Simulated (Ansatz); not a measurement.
Level of theory: PBE (plane waves to 420 eV, PAW; Ansatz, a quantum-chemistry and plane-wave program).

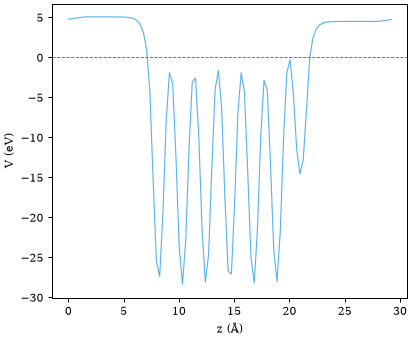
Fig. 1. Electrostatic potential energy of an electron, averaged over planes parallel to the surface, in eV from the Fermi level, for a constructed model of the (0001) surface of hcp Ru, a pseudomorphic layer of Cu in the other hollow (bottom of the slab: a bare face, its two planes held)

Set-up: 7 atoms, 13.2 Å thick at the start with caps and adatoms (thin: gaps and levels are the slab's own); mesh 16x16x1; 0.1 eV smearing; dipole correction on; 2 atoms held, the rest relaxed; start symmetry kept, larger cells not searched; no spin, no spin-orbit, no U. In PBE it lies 0.03 eV a 1x1 cell over the lowest computed structure of the same composition (a pseudomorphic layer of Cu in the host's stacking).

The vacuum level lies 4.50 eV above the Fermi level over the top face and 5.06 eV above it under the bottom face.
